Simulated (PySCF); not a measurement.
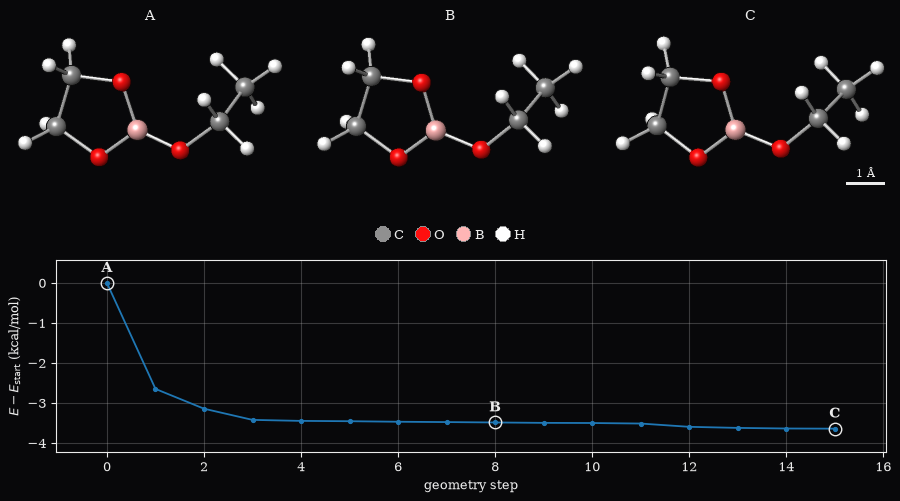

Frames of a relaxation of C4H9BO3, marked on the history of the run. The picture is a ball-and-stick view, seen at a tilt.

The start comes from GFN2-xTB. Its atoms were then displaced at random by about 0.01 Å.

Method: PySCF, PBE0-D3(BJ)/def2-SVP geometry optimisation, gas phase. 

What happens along the run?

After 15 geometry steps the energy has fallen by 3.64 kcal/mol. An H atom moves most after the best rigid fit: 0.29 Å. By element the largest moves are H 0.29 Å, C 0.13 Å, B 0.05 Å, O 0.05 Å. Among the contacts that change: B–O 1.298 → 1.345 Å, C–O 1.435 → 1.413 Å, B–O 1.389 → 1.369 Å, C–H 1.119 → 1.101 Å. Bond angles that change, for instance: O–B–O 128.7° → 124.3°, B–O–C 110.5° → 107.5°, O–B–O 110.4° → 113.3°. From step 0 to 8: an H atom moves most (0.14 Å), energy −3.48 kcal/mol. From step 8 to 15: an H atom moves most (0.20 Å), energy −0.15 kcal/mol.

```tsv
step	E − E(0), kcal/mol
0	0.00
1	-2.64
2	-3.14
3	-3.42
4	-3.44
5	-3.45
6	-3.46
7	-3.47
8	-3.48
9	-3.49
10	-3.50
11	-3.51
12	-3.59
13	-3.62
14	-3.63
15	-3.64
```
